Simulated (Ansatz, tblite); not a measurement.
# The cluster Si5O6: which isomer is lowest

Aim: relax the candidate shapes of the cluster Si5O6 that a cheap search turned up, and see how the levels of theory order them.

Program: Ansatz 0.2.0, Gaussian basis. Level of theory: relaxed with PBE-D4/def2-SVP, singlet. These are calculated values, not measurements.

2 further runs of the same task are left out: 2 set aside as unsound or not needed.

## 1. The starting structure

11 atoms, charge 0, spin multiplicity 1.

Atoms are counted from 1 here; the program's logs count them from 0.

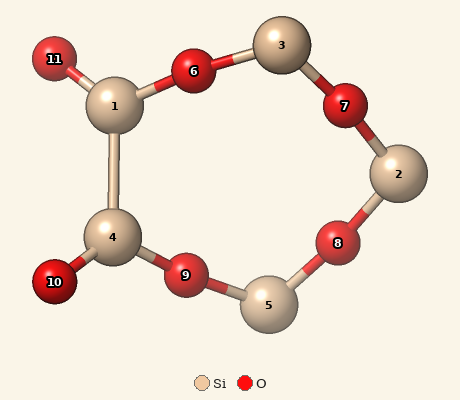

As it starts; silicon light orange, oxygen red; atoms are numbered from 1 in the order of the file.

As a file:

```
Si   -0.70973    1.89597   -0.44030
Si    2.55418   -1.95651   -0.05600
Si    2.35243    1.28894    0.68785
Si   -2.03319    0.22676    0.43176
Si   -0.67027   -2.61938   -0.60309
O     0.80666    1.70835    0.12707
O     2.56729   -0.32429    0.34168
O     0.95789   -2.39087   -0.35077
O    -1.46099   -1.21050   -0.08123
O    -3.22080    0.40740    1.35961
O    -1.14347    2.97413   -1.41659
```

A search from random starts with GFN1-xTB found 19 distinct shapes; 2 go on here. The structure above is candidate A, which lies 0.00 eV above the lowest at that level; B lies 0.93 eV above the lowest at that level.

## 2. Relaxing candidate A

in.yaml reads:

```yaml
crystal:
  periodic: [false, false, false]
  atoms:
    - {symbol: Si, position_ang: [-0.709730, 1.895970, -0.440300]}
    - {symbol: Si, position_ang: [2.554180, -1.956510, -0.056000]}
    - {symbol: Si, position_ang: [2.352430, 1.288940, 0.687850]}
    - {symbol: Si, position_ang: [-2.033190, 0.226760, 0.431760]}
    - {symbol: Si, position_ang: [-0.670270, -2.619380, -0.603090]}
    - {symbol: O, position_ang: [0.806660, 1.708350, 0.127070]}
    - {symbol: O, position_ang: [2.567290, -0.324290, 0.341680]}
    - {symbol: O, position_ang: [0.957890, -2.390870, -0.350770]}
    - {symbol: O, position_ang: [-1.460990, -1.210500, -0.081230]}
    - {symbol: O, position_ang: [-3.220800, 0.407400, 1.359610]}
    - {symbol: O, position_ang: [-1.143470, 2.974130, -1.416590]}
basis:
  gaussian: {orbitals: def2-SVP}
hamiltonian: {xc: pbe, dispersion: d4}
scf: {lower_state_search: "off"}
output: {orbitals: {seedname: orbitals}}
relax: {f_tol: 0.03, max_steps: 70}
```

Started as:

```sh
ansatz run in.yaml --threads 4 --pin off --events-out ev --progress --plain --max-ram 6963MiB
```

Log (excerpt; [...] marks lines left out):

```text
Functional definition: PBE
  name "PBE"
  cite "Perdew, Burke & Ernzerhof, Phys. Rev. Lett. 77, 3865 (1996) doi:10.1103/PhysRevLett.77.3865"
  parent pbe
[...]
1838 factors; their error is unknown
[...]
mean field -51622.50314398 eV, -1897.0919995520 hartree, gradient 2.5e-6 eV, S^2 0.000000; 0 other end points of the search recorded, 0 dependent functions left out
[...]
reference -51622.50318705 eV, -1897.0920011348 hartree; 59, 59 occupied and 115, 115 virtual orbitals, 1838 factors
relax step   1: F+E_penalty+E_count = -51623.14349162 eV  Δ(F+E_penalty+E_count) = +0.000e0 eV  max|allowed force component| = 1.308e0 eV/Å  Δτ_max = 0.0000 Å  (25 SCF iters, accepted)
[...]
relax step   6: F+E_penalty+E_count = -51623.38829201 eV  Δ(F+E_penalty+E_count) = -3.487e-2 eV  max|allowed force component| = 1.193e-1 eV/Å  Δτ_max = 0.2000 Å  (28 SCF iters, accepted)
[...]
relax step  11: F+E_penalty+E_count = -51623.42573199 eV  Δ(F+E_penalty+E_count) = -2.805e-3 eV  max|allowed force component| = 2.105e-1 eV/Å  Δτ_max = 0.1445 Å  (22 SCF iters, accepted)
[...]
relax step  16: F+E_penalty+E_count = -51623.44204863 eV  Δ(F+E_penalty+E_count) = -2.310e-3 eV  max|allowed force component| = 4.259e-1 eV/Å  Δτ_max = 0.0248 Å  (23 SCF iters, accepted)
[...]
relax step  22: F+E_penalty+E_count = -51623.45605715 eV  Δ(F+E_penalty+E_count) = +3.228e-3 eV  max|allowed force component| = 3.170e-1 eV/Å  Δτ_max = 0.0595 Å  (23 SCF iters, rejected (line search))
[...]
relax step  23: F+E_penalty+E_count = -51623.46107723 eV  Δ(F+E_penalty+E_count) = -1.792e-3 eV  max|allowed force component| = 1.846e-2 eV/Å  Δτ_max = 0.0297 Å  (22 SCF iters, accepted)
Total energy: -51623.46112097 eV, -1897.1272045567 hartree
Atom 0 at    -0.580220     1.996108    -0.298521 Å, force    -0.001447    -0.002348    -0.010110 eV/Å
Atom 1 at     2.187885    -1.676561    -1.117588 Å, force    -0.009788    -0.002985     0.005411 eV/Å
Atom 2 at     2.246493     0.957918     0.998179 Å, force    -0.004656     0.001888    -0.004918 eV/Å
Atom 3 at    -2.020854     0.230054     0.264013 Å, force    -0.005900    -0.001114     0.006119 eV/Å
Atom 4 at    -0.432167    -2.671103     0.564768 Å, force     0.012689    -0.001341    -0.007909 eV/Å
Atom 5 at     0.807848     1.773869     0.581853 Å, force     0.006956     0.002143     0.007331 eV/Å
Atom 6 at     2.219895    -0.311011    -0.111150 Å, force     0.000428     0.001452     0.001145 eV/Å
Atom 7 at     0.996536    -2.608418    -0.330172 Å, force    -0.008968     0.003860     0.002662 eV/Å
Atom 8 at    -1.014827    -1.084788     0.247448 Å, force    -0.007025     0.005442     0.001680 eV/Å
Atom 9 at    -3.543677     0.284051     0.535128 Å, force     0.018461    -0.003250    -0.007506 eV/Å
Atom 10 at    -0.866913     3.109882    -1.333969 Å, force    -0.000749    -0.003746     0.006097 eV/Å
Dipole moment:     0.850280    -0.657104     0.289436 e Å
Checks for a lower state left out: stability, starts, cluster_reference, orbital_swaps, neighbouring_geometries, increment
```

Wall time 48 s (4 threads of Arm Neoverse V2, shared host).

Relaxation path: (the energy doesn't fall at every step)

```csv
step,energy from step 1 (eV),largest force component (eV/Å)
1,0.0000,1.3082
2,-0.1398,0.5498
3,-0.1898,0.5097
4,-0.2064,0.4878
5,-0.2099,0.4156
6,-0.2448,0.1193
7,-0.2649,0.1007
8,-0.2604,0.5265
9,-0.2739,0.0433
10,-0.2794,0.1345
11,-0.2822,0.2105
12,-0.2765,0.6575
13,-0.2890,0.1166
14,-0.2949,0.1069
15,-0.2962,0.4481
16,-0.2986,0.4259
17,-0.3011,0.2387
18,-0.3129,0.1170
19,-0.3132,0.1282
20,-0.3102,0.2052
21,-0.3158,0.1121
22,-0.3126,0.3170
23,-0.3176,0.0185
```

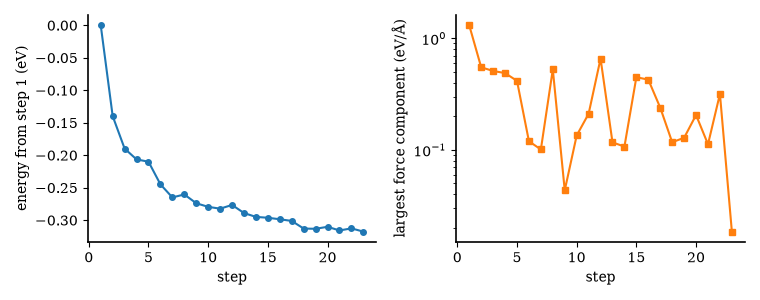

Energy and force, step by step.

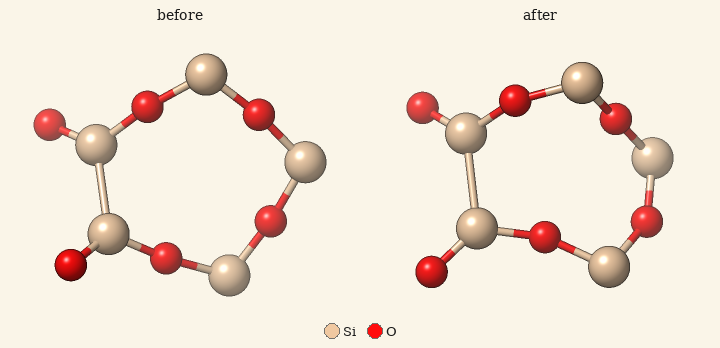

Before and after, at one scale.

Distances of close pairs at the start and the end, largest changes first:

| bond | before (Å) | after (Å) | change (Å) |
| --- | --- | --- | --- |
| Si1–Si4 | 2.302 | 2.348 | +0.046 |
| Si4–O10 | 1.518 | 1.548 | +0.030 |
| Si1–O11 | 1.518 | 1.548 | +0.030 |
| Si1–O6 | 1.630 | 1.659 | +0.029 |
| Si4–O9 | 1.630 | 1.656 | +0.026 |
| Si2–O8 | 1.680 | 1.705 | +0.025 |
| Si5–O8 | 1.663 | 1.687 | +0.024 |
| Si3–O7 | 1.664 | 1.686 | +0.022 |

## 3. Relaxing candidate B

in.yaml reads:

```yaml
crystal:
  periodic: [false, false, false]
  atoms:
    - {symbol: Si, position_ang: [-1.679710, 2.543680, 0.069550]}
    - {symbol: Si, position_ang: [-3.005900, -0.498020, -0.096600]}
    - {symbol: Si, position_ang: [1.514950, 1.610120, 0.021610]}
    - {symbol: Si, position_ang: [1.667750, -0.728780, -0.025380]}
    - {symbol: Si, position_ang: [-0.150910, -2.206910, 0.015660]}
    - {symbol: O, position_ang: [-0.010560, -3.717100, 0.086010]}
    - {symbol: O, position_ang: [-1.585660, -1.426150, -0.046360]}
    - {symbol: O, position_ang: [-0.033750, 2.133290, 0.049790]}
    - {symbol: O, position_ang: [2.718460, 2.535900, 0.021060]}
    - {symbol: O, position_ang: [-2.494560, 1.088640, -0.010880]}
    - {symbol: O, position_ang: [3.059900, -1.334670, -0.084470]}
basis:
  gaussian: {orbitals: def2-SVP}
hamiltonian: {xc: pbe, dispersion: d4}
scf: {lower_state_search: "off"}
output: {orbitals: {seedname: orbitals}}
relax: {f_tol: 0.03, max_steps: 70}
```

The command is unchanged.

Log (excerpt; [...] marks lines left out):

```text
Functional definition: PBE
  name "PBE"
  cite "Perdew, Burke & Ernzerhof, Phys. Rev. Lett. 77, 3865 (1996) doi:10.1103/PhysRevLett.77.3865"
  parent pbe
[...]
1838 factors; their error is unknown
[...]
mean field -51620.87999468 eV, -1897.0323499152 hartree, gradient 2.3e-6 eV, S^2 0.000000; 0 other end points of the search recorded, 0 dependent functions left out
[...]
reference -51620.88003699 eV, -1897.0323514700 hartree; 59, 59 occupied and 115, 115 virtual orbitals, 1838 factors
relax step   1: F+E_penalty+E_count = -51621.51858847 eV  Δ(F+E_penalty+E_count) = +0.000e0 eV  max|allowed force component| = 2.074e0 eV/Å  Δτ_max = 0.0000 Å  (37 SCF iters, accepted)
[...]
relax step  16: F+E_penalty+E_count = -51621.88633336 eV  Δ(F+E_penalty+E_count) = -2.330e-3 eV  max|allowed force component| = 3.782e-2 eV/Å  Δτ_max = 0.0733 Å  (22 SCF iters, accepted)
[...]
Atom 2 at     2.242609     1.486798    -0.229804 Å, force    -0.003778    -0.009623     0.015572 eV/Å
Atom 3 at     2.089266    -0.922484    -0.204731 Å, force     0.004295     0.008263    -0.012919 eV/Å
Atom 4 at    -0.131940    -0.125536     0.009056 Å, force    -0.002015    -0.009668     0.010970 eV/Å
Atom 5 at    -0.912312    -0.345332     1.466974 Å, force     0.003543     0.007261    -0.003340 eV/Å
Atom 6 at    -1.189521    -0.354425    -1.260115 Å, force     0.004136     0.006983     0.000574 eV/Å
Atom 7 at     0.543279     1.426981    -0.063499 Å, force    -0.002676     0.006661    -0.006313 eV/Å
Atom 8 at     3.094006     2.776795    -0.308293 Å, force     0.004344    -0.000415    -0.006683 eV/Å
Atom 9 at    -3.281114    -0.616764     0.331536 Å, force    -0.000128    -0.005511     0.000559 eV/Å
Atom 10 at     3.002450    -2.177421    -0.291615 Å, force     0.000593    -0.002372     0.002437 eV/Å
Dipole moment:    -0.944999    -0.325416     0.090632 e Å
Checks for a lower state left out: stability, starts, cluster_reference, orbital_swaps, neighbouring_geometries, increment
```

Wall time 2.2 min (4 threads of Arm Neoverse V2, shared host).

Step by step: (not every step is listed) (the energy doesn't fall at every step)

```csv
step,energy from step 1 (eV),largest force component (eV/Å)
1,0.0000,2.0735
2,-0.1441,0.8981
3,-0.1988,0.4209
4,-0.2409,0.2254
5,-0.2768,0.3778
6,-0.3019,0.3069
7,-0.3241,0.0654
8,-0.3313,0.3918
9,-0.3372,0.1939
13,-0.3604,0.1874
17,-0.3660,0.1825
21,-0.3710,0.0738
25,-0.3721,0.0339
29,-0.3736,0.1299
33,-0.3775,0.0408
37,-0.3979,0.2571
41,-0.4374,0.2744
45,-1.0838,0.9779
49,-1.8294,0.7396
53,-2.1665,0.5830
57,-2.2811,0.3102
58,-2.2617,0.4693
59,-2.2888,0.1965
60,-2.2849,0.2617
61,-2.2917,0.0919
62,-2.2907,0.1479
63,-2.2925,0.0156
```

The force was under the threshold of 0.03 eV/Å already at step 15, but the program went on to step 63.

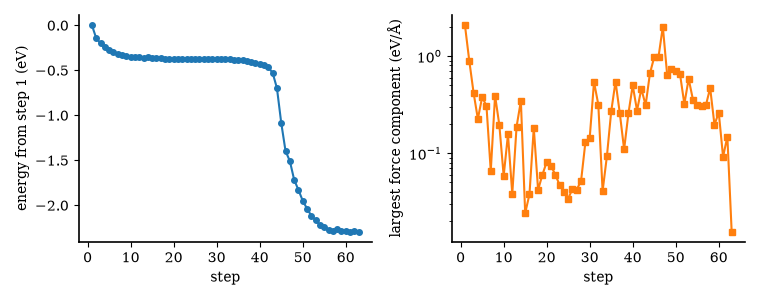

Energy and force, step by step.

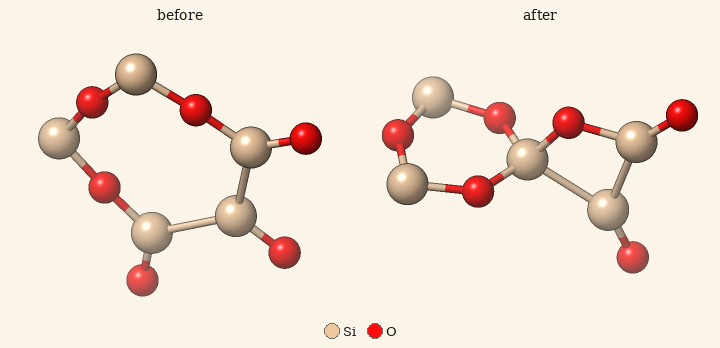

Before and after, at one scale.

Close pairs (by a distance rule), those that changed most:

```csv
bond,before (Å),after (Å),change (Å)
Si1–O6,6.479,1.718,-4.761
Si5–O8,4.342,1.695,-2.647
Si1–O8,1.696,4.174,+2.478
Si5–O6,1.518,1.668,+0.150
Si3–O8,1.635,1.708,+0.074
Si3–Si4,2.344,2.414,+0.070
Si2–O10,1.669,1.706,+0.037
Si1–O10,1.670,1.706,+0.037
```

Contacts that opened: Si1–O8 1.70 to 4.17 Å.

## 4. The relaxed candidates

```csv
candidate,point group,"bonds (count, mean Å)",energy above the lowest (eV)
A,C1,"O–Si 10, 1.66; Si–Si 1, 2.35",0.350
B,Cs,"O–Si 10, 1.67; Si–Si 2, 2.39",0.000
```

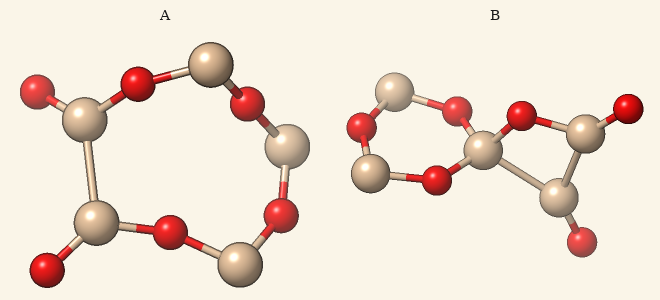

The candidates after relaxation.

## 5. Candidate A, GFN1-xTB

Tight binding, by tblite at 300 K electronic temperature and without a spin-polarisation term:

```python
tblite.interface.Calculator('GFN1-xTB', numbers, positions, charge=0, uhf=0).singlepoint()
```

Energy -1036.1209 eV, HOMO -9.38 eV, LUMO -6.37 eV; 0.013 s.

## 6. Candidate A, GFN2-xTB

Tight binding, by tblite at 300 K electronic temperature and without a spin-polarisation term:

```python
tblite.interface.Calculator('GFN2-xTB', numbers, positions, charge=0, uhf=0).singlepoint()
```

Energy -910.4477 eV, HOMO -9.75 eV, LUMO -7.09 eV; 0.014 s.

## 7. Candidate A, PBE0-D4/def2-TZVP

start.molden holds the orbitals of an earlier run on this state, given as this run's starting guess.

in.yaml reads:

```yaml
crystal:
  periodic: [false, false, false]
  atoms:
    - {symbol: Si, position_ang: [-0.580220, 1.996108, -0.298521]}
    - {symbol: Si, position_ang: [2.187885, -1.676561, -1.117588]}
    - {symbol: Si, position_ang: [2.246493, 0.957918, 0.998179]}
    - {symbol: Si, position_ang: [-2.020854, 0.230054, 0.264013]}
    - {symbol: Si, position_ang: [-0.432167, -2.671103, 0.564768]}
    - {symbol: O, position_ang: [0.807848, 1.773869, 0.581853]}
    - {symbol: O, position_ang: [2.219895, -0.311011, -0.111150]}
    - {symbol: O, position_ang: [0.996536, -2.608418, -0.330172]}
    - {symbol: O, position_ang: [-1.014827, -1.084788, 0.247448]}
    - {symbol: O, position_ang: [-3.543677, 0.284051, 0.535128]}
    - {symbol: O, position_ang: [-0.866913, 3.109882, -1.333969]}
basis:
  gaussian: {orbitals: def2-TZVP, initial_orbitals: start.molden}
hamiltonian: {xc: pbe0, dispersion: d4}
scf: {omitted_lower_state_checks: [starts]}
output: {orbitals: {seedname: orbitals}}
```

Same command.

Log:

```text
Functional definition: PBE0
  name "PBE0"
  cite "Adamo & Barone, J. Chem. Phys. 110, 6158 (1999) doi:10.1063/1.478522"
  cite "Perdew, Burke & Ernzerhof, Phys. Rev. Lett. 77, 3865 (1996) doi:10.1103/PhysRevLett.77.3865"
  parent pbe
  parameter a = 0.25
  parameter kappa = 0.804
  parameter beta = 0.06672455060314922
  exchange = (1 - a)*pbe_x(kappa = kappa, mu = beta*pi^2/3) + a*exact_x
  correlation = pbe_c(beta = beta)
these checks for a lower state are left out or cut short: starts
2246 factors; their error is unknown
mean field evaluation 1: about -51479.2233 eV, gradient 3.6e2 eV
mean field evaluation 2: about -51554.9525 eV, gradient 1.1e2 eV
mean field evaluation 4: about -51648.0336 eV, gradient 2.4e1 eV
mean field evaluation 8: about -51654.9600 eV, gradient 2.4e-1 eV
mean field -51654.96005538 eV, -1898.2847690457 hartree, gradient 1.8e-5 eV, S^2 0.000000; 0 other end points of the search recorded, 0 dependent functions left out
reference -51654.96009381 eV, -1898.2847704581 hartree; 59, 59 occupied and 312, 312 virtual orbitals, 2246 factors
Total energy: -51655.55686375 eV, -1898.3067013487 hartree
Checks for a lower state left out: starts
```

Run time: 21 s. Hardware: 4 threads of Arm Neoverse V2, shared host; peak memory 2.1 GiB.

From the report: HOMO -7.66 eV, LUMO -3.24 eV.

## 8. Candidate A, PBE-D4/def2-TZVP

Changes to in.yaml since step 7:

```diff
@@ -16,4 +16,4 @@
   gaussian: {orbitals: def2-TZVP, initial_orbitals: start.molden}
-hamiltonian: {xc: pbe0, dispersion: d4}
+hamiltonian: {xc: pbe, dispersion: d4}
 scf: {omitted_lower_state_checks: [starts]}
-output: {orbitals: {seedname: orbitals}}
+output: {forces: true, orbitals: {seedname: orbitals}}
```

Launched as before.

Log (excerpt; [...] marks lines left out):

```text
Functional definition: PBE
  name "PBE"
  cite "Perdew, Burke & Ernzerhof, Phys. Rev. Lett. 77, 3865 (1996) doi:10.1103/PhysRevLett.77.3865"
  parent pbe
[...]
2166 factors; their error is unknown
[...]
mean field -51652.66102009 eV, -1898.2002810573 hartree, gradient 2.6e-5 eV, S^2 0.000000; 0 other end points of the search recorded, 0 dependent functions left out
[...]
reference -51652.66107106 eV, -1898.2002829303 hartree; 59, 59 occupied and 312, 312 virtual orbitals, 2166 factors
Total energy: -51653.33660243 eV, -1898.2251082503 hartree
Atom 0 at    -0.580220     1.996108    -0.298521 Å, force     0.487408     0.497528    -0.122580 eV/Å
Atom 1 at     2.187885    -1.676561    -1.117588 Å, force    -0.427653     0.165411     0.655194 eV/Å
Atom 2 at     2.246493     0.957918     0.998179 Å, force    -0.457059    -0.247914    -0.581047 eV/Å
Atom 3 at    -2.020854     0.230054     0.264013 Å, force    -0.386405    -0.619063     0.098456 eV/Å
Atom 4 at    -0.432167    -2.671103     0.564768 Å, force     0.370494     0.529677    -0.439696 eV/Å
Atom 5 at     0.807848     1.773869     0.581853 Å, force    -0.198327    -0.050102    -0.210173 eV/Å
Atom 6 at     2.219895    -0.311011    -0.111150 Å, force     0.080234     0.028609     0.053970 eV/Å
Atom 7 at     0.996536    -2.608418    -0.330172 Å, force    -0.106804     0.152723     0.038712 eV/Å
Atom 8 at    -1.014827    -1.084788     0.247448 Å, force    -0.339488     0.176202     0.098594 eV/Å
Atom 9 at    -3.543677     0.284051     0.535128 Å, force     0.840403    -0.009490    -0.131648 eV/Å
Atom 10 at    -0.866913     3.109882    -1.333969 Å, force     0.137198    -0.623579     0.540218 eV/Å
Dipole moment:     0.971789    -0.742179     0.333430 e Å
Checks for a lower state left out: starts
```

It took 8.5 s on 4 threads of Arm Neoverse V2, shared host; peak memory 0.83 GiB.

From the report: HOMO -6.54 eV, LUMO -3.98 eV.

## 9. Candidate A, r2SCAN-D4/def2-TZVP

Changes to in.yaml since step 8:

```diff
@@ -16,4 +16,4 @@
   gaussian: {orbitals: def2-TZVP, initial_orbitals: start.molden}
-hamiltonian: {xc: pbe, dispersion: d4}
+hamiltonian: {xc: r2scan, dispersion: d4}
 scf: {omitted_lower_state_checks: [starts]}
-output: {forces: true, orbitals: {seedname: orbitals}}
+output: {orbitals: {seedname: orbitals}}
```

The command is unchanged.

Log:

```text
Functional definition: r2SCAN
  name "r2SCAN"
  cite "Furness, Kaplan, Ning, Perdew & Sun, J. Phys. Chem. Lett. 11, 8208 (2020) doi:10.1021/acs.jpclett.0c02405"
  cite "Furness, Kaplan, Ning, Perdew & Sun, J. Phys. Chem. Lett. 11, 9248 (2020) doi:10.1021/acs.jpclett.0c03077"
  parent r2scan
  parameter k0 = 0.174
  parameter k1 = 0.065
  parameter a1 = 4.9479
  exchange = r2scan_x(k0 = k0, k1 = k1, a1 = a1)
  correlation = r2scan_c
these checks for a lower state are left out or cut short: starts
2166 factors; their error is unknown
mean field evaluation 1: about -51675.4020 eV, gradient 1.1e1 eV
mean field evaluation 2: about -51675.5035 eV, gradient 1.8e-1 eV
mean field evaluation 4: about -51675.4707 eV, gradient 6.5e-4 eV
mean field -51675.47069115 eV, -1899.0385210076 hartree, gradient 1.9e-5 eV, S^2 0.000000; 0 other end points of the search recorded, 0 dependent functions left out
reference -51675.47070633 eV, -1899.0385215655 hartree; 59, 59 occupied and 312, 312 virtual orbitals, 2166 factors
Total energy: -51675.64602502 eV, -1899.0449644087 hartree
Checks for a lower state left out: starts
```

It took 14 s on 4 threads of Arm Neoverse V2, shared host; peak memory 0.88 GiB.

Report: HOMO -6.78 eV, LUMO -3.95 eV.

## 10. A against B

The energies of B at these levels come from its own runs, whose logs aren't repeated here.

```csv
level,A above B (eV),time
GFN1-xTB,-0.431,0.026 s
GFN2-xTB,-0.134,0.029 s
PBE-D4/def2-TZVP,+0.425,16 s
r2SCAN-D4/def2-TZVP,+0.515,30 s
PBE0-D4/def2-TZVP,+0.462,38 s
```

Times add the two runs; a level without a time comes out of a correlated run.

## 11. Outcome

| quantity | value |
| --- | --- |
| A above B, range of the levels free of doubt, tight binding aside | +0.425 to +0.515 eV |
| levels that put A lower | GFN1-xTB, GFN2-xTB |

What this shows: The levels disagree on A and B: 2 of 5 put A lower. The search was small, so a lower isomer may exist. Only singlets are compared; another spin may lie lower and prefer another shape.
